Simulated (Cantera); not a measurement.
Charge: 1 mol SiC, 0.049 mol O₂, 560 mol N₂, equilibrated at 1023 K.

Equilibrium computed with Cantera from the NASA thermochemical tables; the gas is ideal and each condensed phase is pure. Candidate condensed phases: C, Si, SiC, SiO₂, Si₂N₂O, Si₃N₄; 34 gas species. N₂ is the only nitrogen source here; it is nearly inert below about 1500 K, so the nitride shown seldom forms there in practice. Mutual solubility and eutectic melting of coexisting phases are not modelled. Rates play no part.

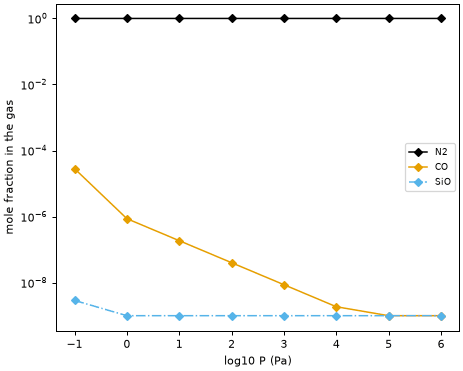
Figure. Equilibrium gas composition (values under 1e-9 drawn at 1e-9)

At 0.100 Pa the condensed part is C(graphite) + SiC(s) + Si₂N₂O(s). From 1.00 Pa to 10.0 bar the condensed part is C(graphite) + Si₂N₂O(s) + Si₃N₄(s).
